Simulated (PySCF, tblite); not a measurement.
**C₇H₁₁ radical: geometry, infrared bands and EPR parameters**

Aim: predict the infrared bands and EPR parameters of C₇H₁₁ radical (`C[C]1C[C@@H]2C[C@@H]2C1`).

Programs: tblite 0.8.0 and PySCF 2.14.0, with density-fitted response routines of our own. Each step states its level of theory. These are calculated values for one molecule in the gas phase, unless marked as measured. Atoms count from 0, in the outputs and in this text.

## 1. The starting structure

18 atoms, charge 0, multiplicity 2; geometry from: force field or distance geometry start.

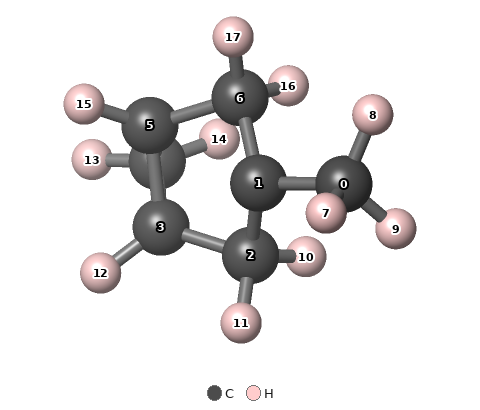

The starting geometry (carbon dark grey, hydrogen pink), atoms numbered.

## 2. Geometry optimisation with GFN2-xTB

The job: settings as JSON, then the geometry in Å.

```
{"job": {"kind": "relax", "xc": "GFN2-xTB", "basis": "xTB"}, "charge": 0, "multiplicity": 2}
C      2.344600    -0.441000    -0.176700
C      0.897100    -0.246900     0.122700
C     -0.051000    -1.148900    -0.582500
C     -1.375100    -0.578600    -0.102300
C     -2.070200     0.521900    -0.805400
C     -1.112700     0.866600     0.276500
C      0.334200     1.107200    -0.163900
H      2.804000    -0.977200     0.691700
H      2.907500     0.514200    -0.289300
H      2.492900    -1.072300    -1.053300
H     -0.001700    -1.115600    -1.681300
H      0.068400    -2.184500    -0.183900
H     -2.009300    -1.207000     0.566400
H     -3.138100     0.679500    -0.538800
H     -1.763000     0.865900    -1.810700
H     -1.434100     1.170300     1.291500
H      0.278000     1.346300    -1.237700
H      0.819900     1.906500     0.400600
```

Launch:

```console
> OMP_NUM_THREADS=1 python probes_run.py task.json out
```

This one command runs all jobs of the session in turn.

The program printed:

```text
step      E/eV     max force
  0    -557.33818    3.038
  1    -557.62185    1.838
  2    -557.74971    0.798
  3    -557.79777    0.512
  4    -557.82931    0.487
  5    -557.85978    0.541
  6    -557.89661    0.545
  7    -557.92898    0.393
  8    -557.95318    0.394
  9    -557.97349    0.344
 10    -557.99359    0.524
 11    -558.01981    0.583
 12    -558.04801    0.476
 13    -558.07271    0.327
 14    -558.09085    0.300
 15    -558.10560    0.298
 16    -558.12135    0.282
 17    -558.13824    0.353
 18    -558.15428    0.339
 19    -558.16679    0.257
 20    -558.17557    0.214
 21    -558.18165    0.143
 22    -558.18552    0.131
 23    -558.18729    0.120
 24    -558.18853    0.114
 25    -558.18963    0.079
 26    -558.19071    0.061
 27    -558.19141    0.066
 28    -558.19246    0.076
 29    -558.19353    0.074
 30    -558.19481    0.094
 31    -558.19605    0.092
 32    -558.19726    0.079
 33    -558.19857    0.079
 34    -558.20034    0.108
 35    -558.20288    0.146
 36    -558.20601    0.162
 37    -558.20880    0.133
 38    -558.21075    0.091
 39    -558.21207    0.079
 40    -558.21321    0.094
 41    -558.21450    0.108
 42    -558.21594    0.110
 43    -558.21761    0.120
 44    -558.21974    0.134
 45    -558.22254    0.133
 46    -558.22602    0.158
 47    -558.22976    0.191
 48    -558.23363    0.174
 49    -558.23798    0.178
 50    -558.24386    0.189
 51    -558.24846    0.220
 52    -558.25330    0.181
 53    -558.25635    0.183
 54    -558.26008    0.137
 55    -558.26258    0.135
 56    -558.26522    0.097
 57    -558.26667    0.084
 58    -558.26822    0.083
 59    -558.26934    0.076
 60    -558.27042    0.059
 61    -558.27094    0.057
 62    -558.27126    0.036
 63    -558.27150    0.035
 64    -558.27176    0.037
 65    -558.27199    0.031
 66    -558.27217    0.030
 67    -558.27233    0.024
 68    -558.27249    0.026
 69    -558.27264    0.025
 70    -558.27279    0.025
 71    -558.27291    0.027
 72    -558.27303    0.024
 73    -558.27311    0.021
 74    -558.27316    0.013
 75    -558.27319    0.010
```

It took 0.32 s on 1 thread of Arm Neoverse V2, shared host.

Relaxation path: (not every step is listed)

```csv
step,energy from step 0 (eV),largest force (eV/Å)
0,0.0000,3.0381
1,-0.2837,1.8376
2,-0.4115,0.7983
3,-0.4596,0.5117
4,-0.4911,0.4868
5,-0.5216,0.5413
6,-0.5584,0.5455
7,-0.5908,0.3929
8,-0.6150,0.3944
14,-0.7527,0.3000
20,-0.8374,0.2143
26,-0.8525,0.0614
32,-0.8591,0.0786
38,-0.8726,0.0914
44,-0.8816,0.1339
50,-0.9057,0.1889
56,-0.9270,0.0970
62,-0.9331,0.0362
68,-0.9343,0.0260
70,-0.9346,0.0253
71,-0.9347,0.0266
72,-0.9348,0.0244
73,-0.9349,0.0211
74,-0.9350,0.0133
75,-0.9350,0.0097
```

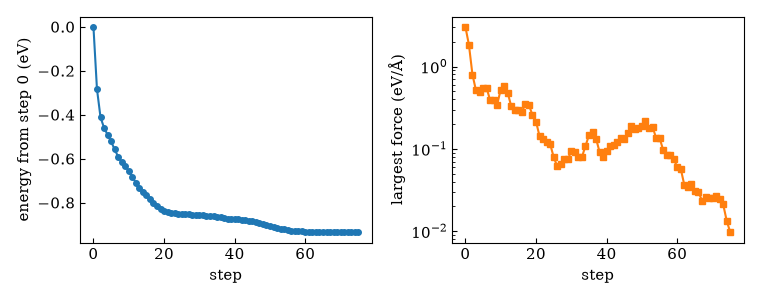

Energy and largest force along the relaxation.

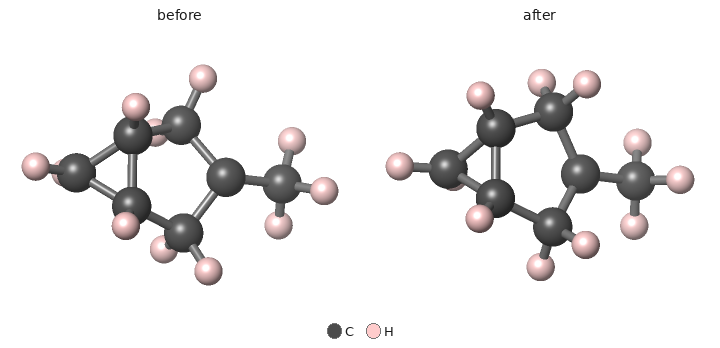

Before and after, at one scale.

Close pairs (by a distance rule), those that changed most:

```csv
bond,before (Å),after (Å),change (Å)
C3–H12,1.115,1.081,-0.035
C4–H13,1.112,1.080,-0.032
C5–H15,1.107,1.080,-0.027
C4–H14,1.106,1.080,-0.026
C0–H8,1.114,1.089,-0.025
C0–H7,1.119,1.099,-0.021
C3–C4,1.479,1.499,+0.020
C5–C6,1.531,1.514,-0.017
```

The final coordinates are the input of the step that follows.

## 3. Vibrational analysis with GFN2-xTB

The job: settings as JSON, then the geometry in Å.

```
{"job": {"kind": "ir", "xc": "GFN2-xTB", "basis": "xTB"}, "charge": 0, "multiplicity": 2}
C      2.296853    -0.350323    -0.633511
C      0.865386    -0.154900    -0.317027
C     -0.132217    -1.261247    -0.295714
C     -1.453363    -0.572075    -0.026692
C     -1.836907     0.501289    -1.000307
C     -1.184804     0.870396     0.298099
C      0.308751     1.111352     0.236152
H      2.861587    -0.710898     0.237163
H      2.753501     0.587072    -0.948816
H      2.423963    -1.089947    -1.424648
H     -0.141064    -1.824099    -1.237515
H      0.086288    -1.991740     0.498581
H     -2.229335    -1.135969     0.470829
H     -2.885692     0.724195    -1.125920
H     -1.254638     0.595979    -1.904760
H     -1.755648     1.404430     1.043774
H      0.563675     1.977753    -0.386951
H      0.704907     1.325051     1.240845
```

The program printed:

```text
mode    cm-1     km/mol
  1      49.7      0.04
  2      74.1      0.32
  3     201.7      9.27
  4     297.1      0.17
  5     309.3      0.05
  6     375.7      1.24
  7     573.0      0.03
  8     633.0      0.00
  9     837.9      1.69
 10     842.2      0.51
 11     854.0      1.08
 12     877.4      0.07
 13     916.2      2.34
 14     935.2      1.02
 15     982.3      0.79
 16     992.4      1.33
 17    1011.6      0.20
 18    1036.7      4.68
 19    1057.1      0.10
 20    1071.1      1.26
 21    1092.3      0.35
 22    1093.2      0.65
 23    1132.6      0.86
 24    1139.5      1.42
 25    1195.1      4.98
 26    1224.3      3.57
 27    1265.0      0.25
 28    1271.6     13.33
 29    1311.6     14.05
 30    1349.5     20.06
 31    1389.4      2.00
 32    1400.3      1.39
 33    1461.2      0.40
 34    1465.7      0.93
 35    1471.0      4.05
 36    1476.7      0.31
 37    1485.3      1.62
 38    2822.3     18.36
 39    2824.4     74.68
 40    2860.9     57.46
 41    2897.6    105.34
 42    2899.2      8.31
 43    2991.5     39.80
 44    3008.1     38.98
 45    3063.0     36.23
 46    3069.2     40.47
 47    3083.6     31.05
 48    3098.8     68.25
```

Run time: 0.38 s. Hardware: 1 thread of Arm Neoverse V2, shared host.

Which atoms move in the most intense modes:

```csv
cm⁻¹,km/mol,atoms
2824,74.7,"H17 62 %, H11 17 %"
2861,57.5,H7 90 %
2898,105.3,"H16 47 %, H10 36 %"
2992,39.8,H9 92 %
3008,39.0,H8 92 %
3063,36.2,"H12 63 %, H15 29 %"
3069,40.5,"H15 58 %, H12 25 %"
3099,68.2,"H13 52 %, H14 29 %"
```

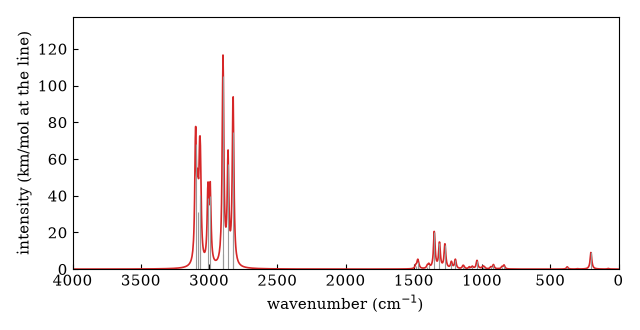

The infrared spectrum from these modes, unscaled. Lines are broadened to a width of 14 cm⁻¹ (Lorentzian).

## 4. g tensor and hyperfine couplings: B3LYP/pcH-1

Same as in step 3 but for these lines:

```diff
@@ -1,2 +1,2 @@
-{"job": {"kind": "ir", "xc": "GFN2-xTB", "basis": "xTB"}, "charge": 0, "multiplicity": 2}
+{"job": {"kind": "epr", "basis": "pcH-1"}, "charge": 0, "multiplicity": 2}
 C      2.296853    -0.350323    -0.633511
```

Method: UKS B3LYP, pcH-1 on C H, non-relativistic, mean-field spin-orbit, GIAO.

The program printed:

```text
UKS, coarse grid
  cycle   1  E = -273.24609857  |g| = 3.40e-01
  cycle   2  E = -273.21767744  |g| = 4.22e-01
  cycle   3  E = -273.31069352  |g| = 4.05e-02
  cycle   4  E = -273.31121377  |g| = 2.46e-02
  cycle   5  E = -273.31148739  |g| = 4.73e-03
  cycle   6  E = -273.31150036  |g| = 1.61e-03
  cycle   7  E = -273.31150145  |g| = 9.98e-04
UKS, final grid
  cycle   1  E = -273.31144977  |g| = 1.30e-03
  cycle   2  E = -273.31144908  |g| = 1.79e-03
  cycle   3  E = -273.31145057  |g| = 6.93e-05
  cycle   4  E = -273.31145058  |g| = 3.89e-05
  cycle   5  E = -273.31145058  |g| = 1.32e-05
E = -273.31145058 Eh   <S^2> = 0.7541 (exact 0.7500)
g shifts (ppm)      1          2          3
  rmc          -136       -136       -136
  gc             -2         26         33
  oz_so          12        687        693
  total        -126        577        589
hyperfine (MHz)  atom isotope    a_iso     a_fc   dipolar eigenvalues
    0   13C     -32.55     -32.55     -1.68     -0.86      2.54
    1   13C      99.66      99.66    -80.79    -80.20    161.00
    2   13C     -32.83     -32.83     -1.75     -0.79      2.54
    3   13C       4.51       4.51     -1.08     -0.88      1.96
    4   13C      -1.48      -1.48     -1.18     -0.09      1.27
    5   13C       4.44       4.44     -1.08     -0.88      1.95
    6   13C     -32.94     -32.94     -1.78     -0.73      2.52
    7    1H     133.01     133.01     -4.62     -3.59      8.21
    8    1H      28.56      28.56     -4.83     -4.07      8.90
    9    1H      40.72      40.72     -4.75     -4.19      8.94
   10    1H      76.10      76.10     -4.79     -4.23      9.02
   11    1H     121.08     121.08     -4.74     -3.20      7.94
   12    1H      -1.80      -1.80     -1.76     -1.48      3.24
   13    1H       1.31       1.31     -1.26     -1.09      2.35
   14    1H       1.04       1.04     -4.03     -3.47      7.50
   15    1H      -1.82      -1.82     -1.76     -1.48      3.25
   16    1H      77.07      77.07     -4.79     -4.25      9.05
   17    1H     122.20     122.20     -4.78     -3.17      7.95
```

Run time: 63 s. Hardware: 1 thread of Arm Neoverse V2, shared host; peak memory 1 GiB.

Principal g values 2.00219, 2.00290, 2.00291; g(iso) = 2.00267, against 2.00232 for a free electron.

Mean a(iso) over the nuclei that a row names, and the largest dipolar term of the row (other rows stand at the frozen geometry):

```csv
nuclei,isotope,a(iso) (MHz),"a(iso) (G, at g = 2.0023)",largest dipolar term (MHz)
"H11, H17",1H,121.6,43.4,8.0
C1,13C,99.7,35.6,161.0
"H10, H16",1H,76.6,27.3,9.0
"H7, H8, H9",1H,67.4,24.1,8.9
"C2, C6",13C,-32.9,-11.7,2.5
C0,13C,-32.5,-11.6,2.5
"C3, C5",13C,4.5,1.6,2.0
"H12, H15",1H,-1.8,-0.6,3.2
C4,13C,-1.5,-0.5,1.3
H13,1H,1.3,0.5,2.4
H14,1H,1.0,0.4,7.5
```

Mulliken spin populations:

C0 -0.08; C1 0.96; C2 -0.08; C3 0.00; C4 0.00; C5 0.00; C6 -0.08; H7 0.06; H8 0.01; H9 0.02; H10 0.03; H11 0.06; H12 0.00; H13 0.00; H14 0.00; H15 0.00; H16 0.03; H17 0.06

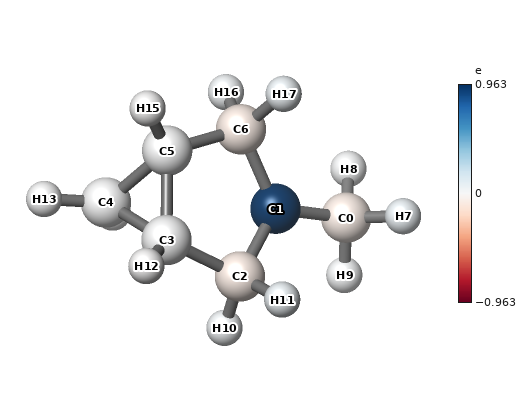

Mulliken spin populations, as colours on the atoms.

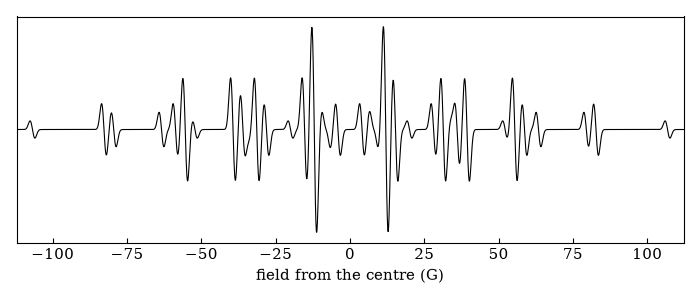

First-order isotropic spectrum (first derivative, main isotopes with spin only, couplings over 0.8 MHz, Gaussian width 0.5 G; couplings of the frozen geometry, rotation of groups not averaged beyond the rows shown).

Orbitals, density, ELF and potential are computed afterwards from the orbital file.

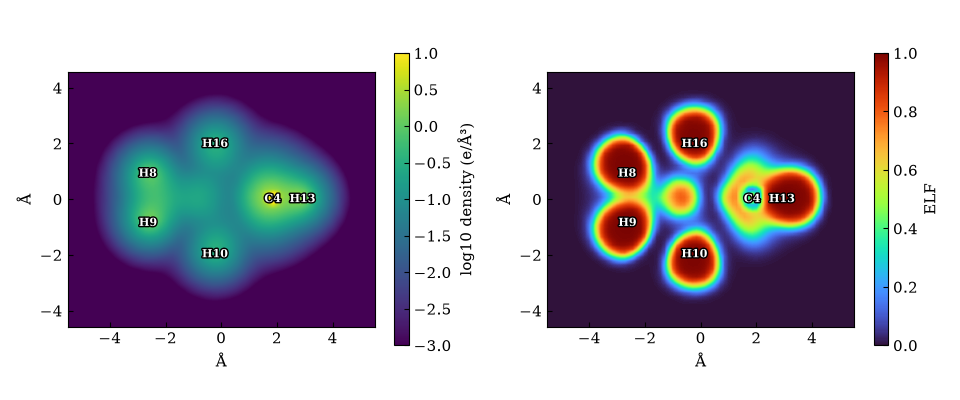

Density (left) and ELF (right) in a plane through or near 6 of the atoms.

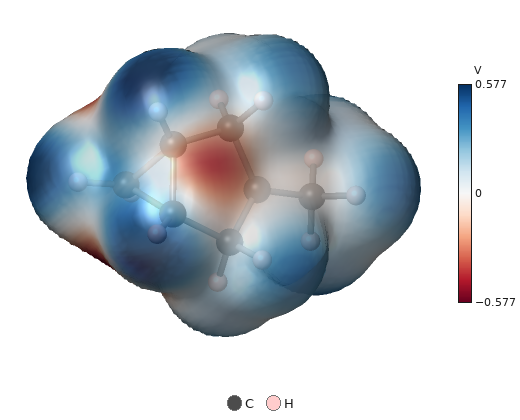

The potential that a unit positive charge feels on the 0.002 e/bohr³ surface, from -0.53 V near C3 to 0.58 V near H12.

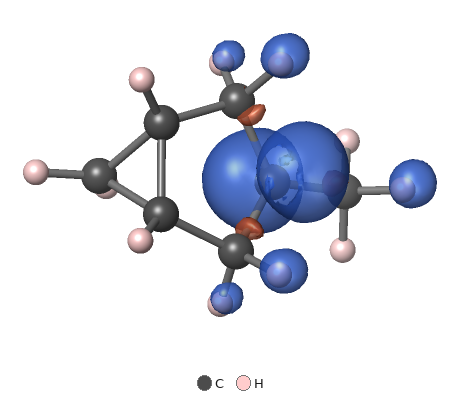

Spin density at ±0.04 e/Å³ (alpha excess blue, beta excess red).

## 5. What came out

| quantity | value |
| --- | --- |
| strongest single infrared mode (GFN2-xTB) | 2898 cm⁻¹, 105 km/mol |
| zero-point energy (GFN2-xTB) | 98.3 kcal/mol |
| g(iso) (B3LYP) | 2.00267 |
| ⟨S²⟩ | 0.754 (exact 0.75) |
| largest a(iso) (averaged by class) | 1H on H11, H17, 121.6 MHz |
| surface potential, least and greatest | -0.53 V and 0.58 V |

**Reading.** Over 75 steps the energy fell by 0.935 eV; of the close pairs, C3–H12 changed most, 1.115 to 1.081 Å. All 48 modes are real, so the xTB geometry is a minimum. Unscaled tight-binding wavenumbers are off by several per cent, some by more. Its intensities can rank the bands wrongly. C1 carries the largest spin population, 0.96 e. The isotropic g lies 0.3 ppt above the free-electron value.
